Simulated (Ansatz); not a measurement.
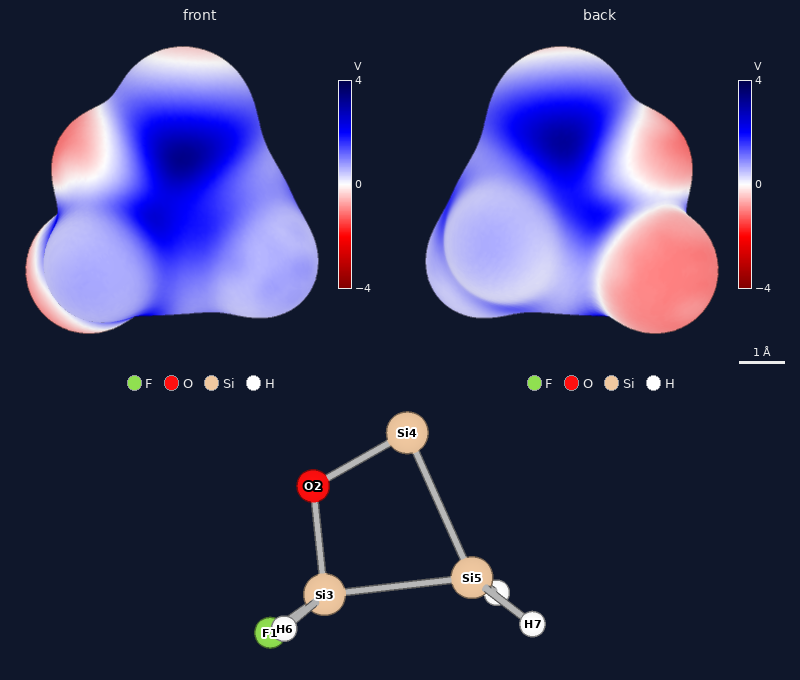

Figure 1: FH$_{3}$OSi$_{3}$. The electrostatic potential painted on the density surface at 0.004 e/bohr³, seen from the front and from behind; the colour scale runs from red (negative) to blue (positive). The bare structure is drawn below in the same view.

Geometry: r2SCAN-D4/def2-SVP.

The calculation used isolated molecule in a Gaussian basis; Kohn-Sham density functional theory, functional PBE0 (Ansatz).

Input file:

```
crystal:
  periodic: [false, false, false]
  atoms:
    - {symbol: F, position_ang: [0.014328, -1.423410, 2.568869]}
    - {symbol: O, position_ang: [0.531810, 1.097079, 3.357938]}
    - {symbol: Si, position_ang: [0.401587, 0.052731, 2.013430]}
    - {symbol: Si, position_ang: [-0.358611, 2.528445, 3.189236]}
    - {symbol: Si, position_ang: [-1.290669, 1.411355, 1.155299]}
    - {symbol: H, position_ang: [1.741349, -0.072065, 1.375443]}
    - {symbol: H, position_ang: [-1.246617, 1.878903, -0.266008]}
    - {symbol: H, position_ang: [-2.625021, 0.784884, 1.436321]}
basis:
  gaussian:
    orbitals: def2-TZVPD
hamiltonian:
  xc: pbe0
output:
  forces: true
  orbitals: {seedname: orbitals}
```

Launched as:

```sh
ansatz run input.yaml --threads 1 --pin off --max-ram 2610MiB --events-out events.jsonl --progress --plain --runs-dir runs
```

### Where is the surface potential most negative and most positive?

The most negative region (about −1.1 V) lies over O2, the most positive (about +3.1 V) over Si4. O2 is the likeliest acceptor of a hydrogen bond.

### How polar is the molecule by this calculation?

Its dipole moment is 2.01 D.
